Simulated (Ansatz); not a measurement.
# PBE/def2-SVP run of Si2H2OF2 (SMILES F[Si]1(F)O[SiH2]1)

Aim: the vertical ionisation energy of Si2H2OF2 at PBE/def2-SVP, from 2 runs. 

The results are computed with Ansatz 0.2.0.

49 further runs of the same task are left out: 49 set aside as unsound or not needed. Runs told in other sessions of the task aren't counted.

## 1. The system as given

Si2H2OF2 has 7 atoms, charge 0, and is taken as a singlet. As SMILES, `F[Si]1(F)O[SiH2]1`. The shape is that of a PBE0-D4/def2-TZVP optimisation.

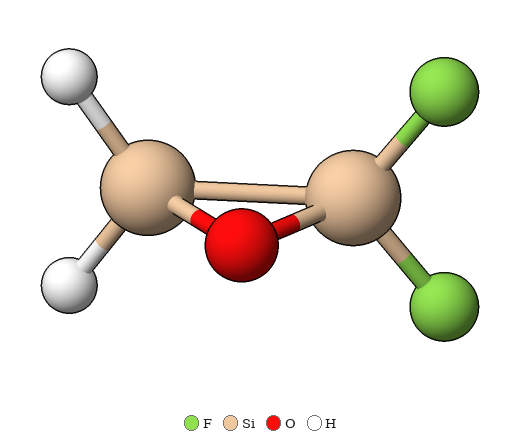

The structure, seen from a chosen angle (fluorine green, silicon light orange, oxygen red, hydrogen white).

## 2. A single-point energy at PBE/def2-SVP

run.yaml reads:

```yaml
crystal:
  periodic: [false, false, false]
  atoms:
    - symbol: F
      position_ang: [0.424200, -1.612100, 1.693800]
    - symbol: Si
      position_ang: [0.037900, -1.026000, 0.280100]
    - symbol: F
      position_ang: [-0.194200, -2.288000, -0.639100]
    - symbol: O
      position_ang: [1.103500, 0.077900, -0.322100]
    - symbol: Si
      position_ang: [-0.304800, 1.058600, -0.232800]
    - symbol: H
      position_ang: [-0.202300, 2.188800, 0.720000]
    - symbol: H
      position_ang: [-0.802800, 1.532800, -1.545500]
basis:
  gaussian:
    orbitals: def2-SVP
hamiltonian:
  xc: pbe
output: {orbitals: {seedname: orbitals}}
magnetization:
  spin_polarized: false
accuracy: high
```

The run is started by

```bash
$ ansatz run run.yaml --threads 1 --pin off --max-ram 2610MiB --events-out events.jsonl --progress --plain --runs-dir runs
```

Standard output:

```text
Warning: RAYON_NUM_THREADS=1 ignored (pool sized by the plan → 1); use --threads N
Functional definition: PBE
  name "PBE"
  parameter kappa = 0.804
  parameter beta = 0.06672455060314922
  exchange = pbe_x(kappa = kappa, mu = beta*pi^2/3)
  correlation = pbe_c(beta = beta)
1781 factors; integrals over basis functions are off by at most 3.9e-9 eV
mean field evaluation 1: about -23237.9136 eV, gradient 6.8e1 eV
mean field evaluation 2: about -23177.6619 eV, gradient 1.8e2 eV
mean field evaluation 4: about -23245.2136 eV, gradient 1.8e1 eV
mean field evaluation 8: about -23245.7337 eV, gradient 4.1e-1 eV
mean field evaluation 16: about -23245.7291 eV, gradient 5.7e-5 eV
mean field -23245.72913492 eV, -854.2647891873 hartree, gradient 2.7e-8 eV, S^2 0.000000; 0 other end points of the search recorded, 0 dependent functions left out
reference -23245.72913821 eV, -854.2647893083 hartree; 28, 28 occupied and 60, 60 virtual orbitals, 1781 factors
Total energy: -23245.72913821 eV, -854.2647893083 hartree
```

It took 7.2 s on 1 thread of Arm Neoverse V1, shared host; peak memory 0.21 GiB.

## 3. The doublet cation, same level

input.yaml reads:

```yaml
crystal:
  periodic: [false, false, false]
  atoms:
    - symbol: F
      position_ang: [0.424200, -1.612100, 1.693800]
    - symbol: Si
      position_ang: [0.037900, -1.026000, 0.280100]
    - symbol: F
      position_ang: [-0.194200, -2.288000, -0.639100]
    - symbol: O
      position_ang: [1.103500, 0.077900, -0.322100]
    - symbol: Si
      position_ang: [-0.304800, 1.058600, -0.232800]
    - symbol: H
      position_ang: [-0.202300, 2.188800, 0.720000]
    - symbol: H
      position_ang: [-0.802800, 1.532800, -1.545500]
basis:
  gaussian:
    orbitals: def2-SVP
output:
  orbitals: {seedname: orbitals}
accuracy: high
magnetization:
  spin_polarized: true
  initial_magnetization: 1
total_charge: 1
hamiltonian:
  xc: pbe
```

The run is started by

```bash
$ ansatz run input.yaml --threads 1 --pin off --max-ram 2610MiB --events-out events.jsonl --progress --plain --runs-dir runs
```

Standard output, shortened:

```text
Warning: RAYON_NUM_THREADS=1 ignored (pool sized by the plan → 1); use --threads N
[... 6 set-up lines as earlier in the session ...]
1779 factors; integrals over basis functions are off by at most 3.9e-9 eV
mean field evaluation 1: about -23217.8333 eV, gradient 7.3e1 eV
mean field evaluation 2: about -23055.6442 eV, gradient 1.9e2 eV
mean field evaluation 4: about -23230.9082 eV, gradient 3.6e1 eV
mean field evaluation 8: about -23236.0546 eV, gradient 4.5e-1 eV
mean field evaluation 16: about -23236.0511 eV, gradient 2.8e-4 eV
mean field -23236.05112182 eV, -853.9091287657 hartree, gradient 3.1e-8 eV, S^2 0.751675; 1 other end points of the search recorded, 0 dependent functions left out
reference -23236.05112505 eV, -853.9091288846 hartree; 28, 27 occupied and 60, 61 virtual orbitals, 1779 factors
Total energy: -23236.05112505 eV, -853.9091288846 hartree
```

Wall time 13 s (1 thread of Arm Neoverse V1, shared host); peak memory 0.27 GiB.

## 4. Results

At PBE/def2-SVP:

```
                                          quantity          value
                    singlet Si2H2OF2: total energy  -854.26479 Eh
                     singlet Si2H2OF2: HOMO energy       -6.35 eV
                     singlet Si2H2OF2: LUMO energy       -2.11 eV
                   singlet Si2H2OF2: HOMO–LUMO gap        4.25 eV
                      doublet cation: total energy  -853.90913 Eh
doublet cation: HOMO energy (highest over α and β)      -14.15 eV
 doublet cation: LUMO energy (lowest over α and β)      -12.95 eV
                              doublet cation: ⟨S²⟩          0.752
vertical ionisation energy (to the doublet cation)       9.678 eV
```

Removing an electron at fixed nuclei costs 9.68 eV (223 kcal/mol). The negative HOMO energy of the first species, 6.35 eV, lies 3.32 eV below that difference.
